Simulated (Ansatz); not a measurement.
Computed energy against volume: Ag (hcp, Mg type)

Ag (hcp, Mg type)

Space group P6₃/mmc (No. 194); a = b = 2.9027 Å, c = 4.7501 Å, α = β = 90.00°, γ = 120.00°

```
atom  site  symmetry       x       y       z
----  ----  --------  ------  ------  ------
Ag      2c      -6m2  0.3333  0.6667  0.2500
```

This relaxed cell (volume V₀) is scaled evenly in all directions, its shape held. Symmetry pins the atoms to their sites.

Method: r2SCAN (plane waves to 500 eV, PAW, scalar-relativistic; Ansatz, a first-principles code). k mesh 18×18×10 (Γ-centred), Fermi-Dirac smearing 0.05 eV. E stands for the smeared free energy. With the shape held, the modulus is that of even scaling; a crystal free to change shape is softer. Ag was relaxed with its symmetry unable to fall. This is one of several known forms of Ag; the measured ambient cells at hand have space group No. 225. The zero of ΔE is the relaxed starting cell.

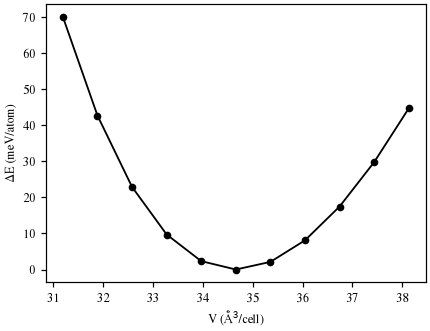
Figure: ΔE (meV/atom) against V (Å³/cell); markers are the computed points, lines only join them.

The pressure at the smallest volume comes out as 14.6 GPa and the equilibrium volume of the fit is 17.33 Å³/atom. The energy cost of the largest expansion comes out as 45 meV/atom and the pressure derivative B₀′ (fit) is 5.7. The bulk modulus at fixed cell shape B₀ (third-order Birch-Murnaghan fit) comes out as 102 GPa.

(A scan under strain: stresses follow from slopes of the energy per volume, elastic moduli from its curvatures.)
